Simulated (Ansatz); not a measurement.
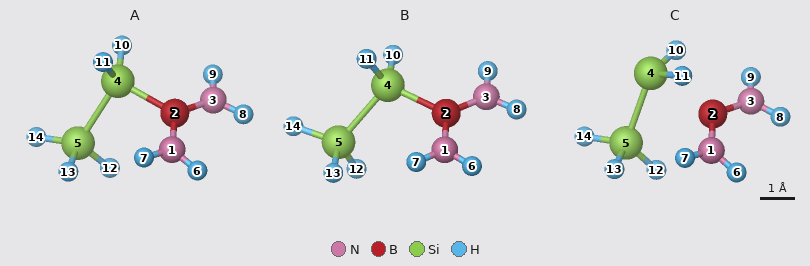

3 geometries from a converged minimum-energy path of BSi2N2H9, shuffled. Style: ball-and-stick. Shown at a tilt.

Computed with Ansatz, RKS B3LYP-D4/def2-SVP. Set-up: 5 movable images; climbing image; force threshold 0.03 eV/Å; iteration limit 43; starting path through a guess of the saddle point.

Question: Which frame is the top of the path?

Answer: C. In order along the path, whose images run from 0 to 6: B (image 0, 0.0 kJ/mol), A (image 2, +13.3 kJ/mol), C (image 4, +180.1 kJ/mol). Breaking: B2–Si4 (2.04 → 2.27 at the top → 2.68 Å). Forming: B2–H11 (2.96 → 1.70 at the top → 1.28 Å).

Cost: 14 min on 2 threads of Intel(R) Xeon(R) Platinum 8259CL CPU @ 2.50GHz (Skylake/Cascade Lake), with other jobs on the host, peak memory 0.34 GiB.
